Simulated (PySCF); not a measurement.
**C₃H₇F₃SeSi: electronic excitations**

Aim: predict the electronic excitations of C₃H₇F₃SeSi (`FC(F)C[C@H](F)[Se][SiH3]`).

The runs use PySCF 2.14.0, with density-fitted response routines of our own; the level of theory stands in each step. All values are computed, except where a source is named. Atoms count from 0, in the outputs and in this text.

### 1 The molecule as given

15 atoms, charge 0, multiplicity 1; geometry from: GFN2-xTB.

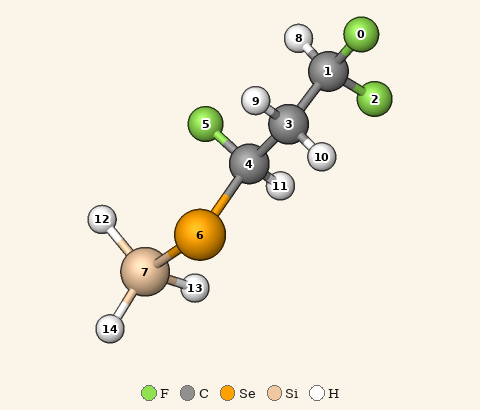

The starting geometry (fluorine green, carbon grey, selenium orange, silicon light orange, hydrogen white), atoms numbered.

### 2 Excited states and response: B3LYP/def2-SVPD

Job settings and geometry (Å):

```
{"job": {"kind": "uv", "xc": "B3LYP", "basis": "def2-SVPD", "nstates": 8, "ntriplets": 3}, "charge": 0, "multiplicity": 1}
F     -3.668047     0.488458    -0.112233
C     -2.436695     0.371561     0.434638
F     -2.520104    -0.628076     1.347506
C     -1.407819     0.032523    -0.635394
C     -0.015496    -0.037405    -0.039403
F      0.332365     1.183456     0.475817
Se     1.313055    -0.547272    -1.417332
Si     3.171740    -0.336917    -0.085912
H     -2.214421     1.304161     0.975240
H     -1.443908     0.803299    -1.408320
H     -1.658456    -0.932694    -1.081226
H      0.043596    -0.756854     0.786123
H      3.296355     1.061626     0.304977
H      2.954305    -1.200371     1.073305
H      4.249115    -0.797507    -0.949077
```

With the program's defaults for keys left out, this is: TDDFT B3LYP/def2-SVPD, vertical, gas phase, core orbitals frozen in the response.

On the command line:

```sh
> OMP_NUM_THREADS=1 python probes_run.py task.json out
```

The driver reads the jobs from task.json and runs them one after another.

The log of the run:

```text
coarse grid: 62488 points
cycle   1  E = -3108.3962973422  dE = -1.320e-01  |g| = 7.847e-01  |ddm| = 4.845e+00
cycle   2  E = -3108.2570702085  dE =  1.392e-01  |g| = 1.221e+00  |ddm| = 1.875e+00
cycle   3  E = -3108.5032996819  dE = -2.462e-01  |g| = 9.623e-02  |ddm| = 1.087e+00
cycle   4  E = -3108.5047655661  dE = -1.466e-03  |g| = 4.027e-02  |ddm| = 1.620e-01
cycle   5  E = -3108.5051605008  dE = -3.949e-04  |g| = 1.010e-02  |ddm| = 6.497e-02
cycle   6  E = -3108.5051780492  dE = -1.755e-05  |g| = 3.654e-03  |ddm| = 1.398e-02
cycle   7  E = -3108.5051807021  dE = -2.653e-06  |g| = 6.260e-04  |ddm| = 4.240e-03
final grid: 131040 points
cycle   8  E = -3108.5051623130  dE = -5.582e-08  |g| = 8.227e-04  |ddm| = 7.937e-03
cycle   9  E = -3108.5051621685  dE =  1.445e-07  |g| = 1.203e-03  |ddm| = 2.190e-03
cycle  10  E = -3108.5051624305  dE = -2.620e-07  |g| = 9.038e-05  |ddm| = 1.232e-03
cycle  11  E = -3108.5051624319  dE = -1.388e-09  |g| = 1.693e-05  |ddm| = 1.149e-04
cycle  12  E = -3108.5051624320  dE = -7.913e-11  |g| = 4.688e-06  |ddm| = 2.803e-05
converged SCF energy = -3108.5051624320

Static polarisability (au): isotropic 97.744, principal 80.212 89.915 123.106

Singlet excitations
state   eV       nm        f      main configurations
  1   4.8782    254.2   0.00351   H->L 0.97
  2   5.3649    231.1   0.01312   H->L+1 0.98
  3   6.0611    204.6   0.01302   H->L+2 0.97
  4   6.4126    193.3   0.00331   H->L+3 0.87
  5   6.5838    188.3   0.00894   H->L+4 0.52, H->L+6 0.28, H-1->L 0.13
  6   6.6652    186.0   0.01952   H->L+5 0.61, H->L+4 0.26
  7   6.8927    179.9   0.01417   H->L+6 0.33, H->L+5 0.27, H->L+7 0.17
  8   6.9517    178.4   0.04724   H->L+7 0.79

Triplet excitations (Tamm-Dancoff, eV): 4.4407 4.9905 5.8800
```

It took 2 min on 1 thread of Arm Neoverse N1, shared host; peak memory 1 GiB.

Frontier orbitals and where they lie:

| orbital | eV | atoms |
| --- | --- | --- |
| HOMO−3 | -10.12 | Si7 15 %, F2 12 %, C3 10 % |
| HOMO−2 | -9.09 | Se6 23 %, C4 12 %, C3 11 % |
| HOMO−1 | -8.51 | Se6 58 %, Si7 14 %, C4 10 % |
| HOMO | -6.80 | Se6 74 %, Si7 9 %, C4 8 % |
| LUMO | -0.74 | Se6 46 %, Si7 19 %, C4 11 % |
| LUMO+1 | -0.46 | Se6 32 %, Si7 30 %, H14 11 % |
| LUMO+2 | 0.10 | Si7 28 %, Se6 18 %, H14 10 % |

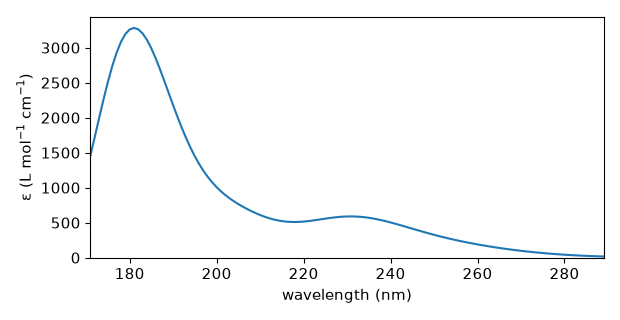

Absorption spectrum: each of the 8 states is a Gaussian band of 0.4 eV half-width at 1/e. Beyond the last state computed it falls off for lack of states.

Further results of this job:

| property | computed |
| --- | --- |
| dipole moment (D) | 1.79 |
| polarisability (Å³) | 14.48 |
| HOMO–LUMO gap (eV) | 6.06 |
| −ε(HOMO) (eV) | 6.80 |

### 3 Outcome

```
                                quantity                        value
        lowest singlet (B3LYP/def2-SVPD)  4.88 eV (254 nm), f = 0.004
brightest single state of those computed  state 8, 6.95 eV, f = 0.047
                          lowest triplet                      4.44 eV
```

The first singlet state (HOMO→LUMO 0.97) lies at 4.88 eV and is weak; of the 8 states computed, the strongest absorption comes from state 8 at 6.95 eV (the last computed, so partners may be missing). The lowest triplet lies 0.44 eV below the lowest singlet (triplets in Tamm-Dancoff, singlets in full TDDFT). States above −ε(HOMO) lie where TDDFT describes them poorly and they hang on the basis; the brightest is among them.
